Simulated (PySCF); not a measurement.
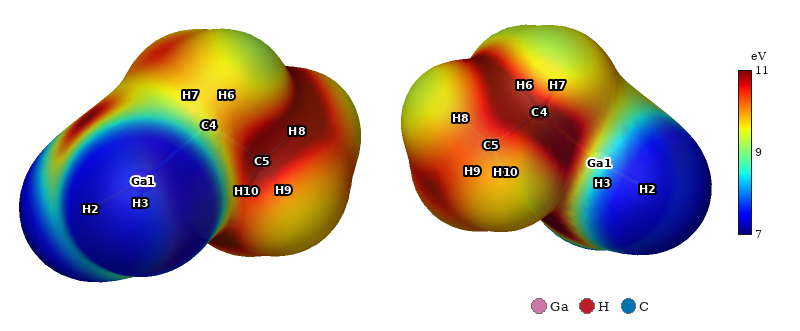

Figure. GaH2Et (C2H7Ga). Average local ionisation energy on the surface of electron density 0.001 a.u. (back view left, front view right).

Computed with PySCF, BLYP/def2-SVPD, geometry: GFN2-xTB. No frequency check shows the geometry to be a minimum. GFN2-xTB bond lengths at metals and heavier atoms can be off by up to 0.1 Å and shapes distorted, which carries into these values.

Cartesian coordinates (Å):

```
Ga1     -0.8240   -0.0384    0.0011
H2      -1.6103   -0.5375   -1.2840
H3      -1.6762   -0.2416    1.3246
C4       1.0796    0.6907   -0.0363
C5       2.1210   -0.4406    0.0266
H6       1.2404    1.3740    0.8092
H7       1.2435    1.2738   -0.9533
H8       3.1341   -0.0377   -0.0054
H9       2.0109   -1.0156    0.9479
H10      1.9986   -1.1246   -0.8153
```

Locate the minima of the map.

Answer. The lowest value is 7.2 eV, 1.6 Å from H3, and at like points elsewhere. Further minima include 9.2 eV, 1.4 Å from H6, and at like points elsewhere. For comparison, the highest occupied orbital lies at −6.3 eV.

Run time: 16 s on 1 thread of Arm Neoverse V2, with other jobs on the host, peak memory 0.49 GiB.
